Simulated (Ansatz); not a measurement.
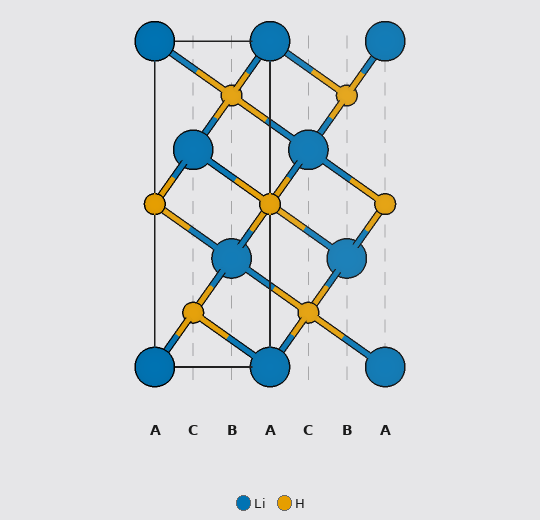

The picture looks along a close-packed row of the hexagonal mesh; [111] points upwards. The dashed lines mark the three columns A (0, 0), B (1/3, 2/3) and C (2/3, 1/3). The box is the hexagonal cell of the face-centred cubic lattice. The sequence starts with the first layer at or above the cell's origin.

System LiH; source of the atomic positions: a calculation's input that goes back to an entry of the Crystallography Open Database (an earlier step may have relaxed or displaced it).

Question: Read off the stacking sequence over one period.

Answer: Li(A) – H(C) – Li(B) – H(A) – Li(C) – H(B) (six layers in 6.92 Å).

Question: How are the H layers alone stacked?

Answer: H layers alone: CAB, the cubic close-packed type.

Question: Which positions between or in the H layers do the other atoms fill?

Answer: Li: three octahedral sites, counted in one hexagonal cell.
